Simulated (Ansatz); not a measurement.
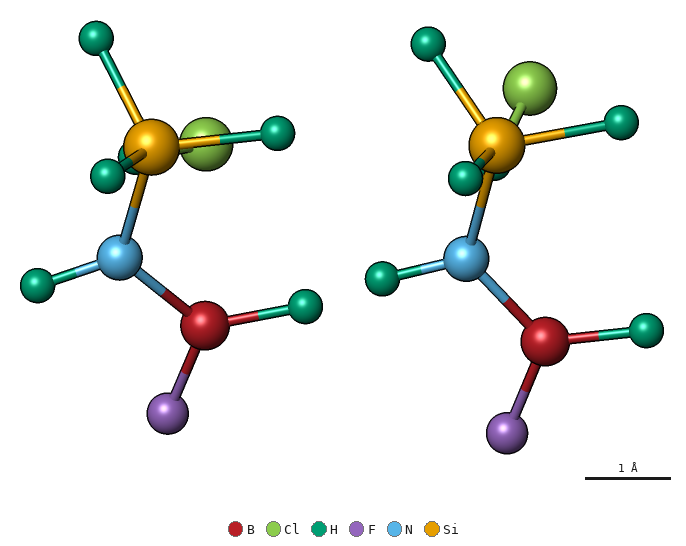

Two geometries of BSiNH6ClF, drawn at one scale. One is the start of a relaxation, the other its converged end. A ball-and-stick model, seen from a free direction.

Computed with RKS PBE-D4/def2-SVP (Ansatz). Set-up: no spin polarisation; force threshold 0.03 eV/Å; at most 50 steps.

Which of the two is the end point?

The right one is the relaxed one. The run prepares an end point of a later path (reaction) calculation, from a guessed geometry. The energy falls by 16.4 kJ/mol in 11 accepted moves (12 points after the start). The largest force component goes from 1.7 to 0.016 eV/Å. The line search rejected the trial step at point 7 of the run. The forces were under the threshold at step 8, but the run went on from there. The Cl atom moves most after the best rigid fit: 0.76 Å. By element the largest moves are Cl 0.76 Å, H 0.37 Å, F 0.32 Å, B 0.24 Å, Si 0.16 Å, N 0.15 Å. Some distances before and after: B–N 1.490 → 1.424 Å, Cl–H 1.339 → 1.316 Å, N–Si 1.773 → 1.787 Å, B–H 1.210 → 1.215 Å. The run took 16 s on 4 threads of AMD EPYC 7R32 (Zen 2), with other jobs on the host, peak memory 0.2 GiB.

Limits of the set-up: the start holds two separate molecules, 2.3 Å apart at their closest, whose relative position is a soft coordinate.
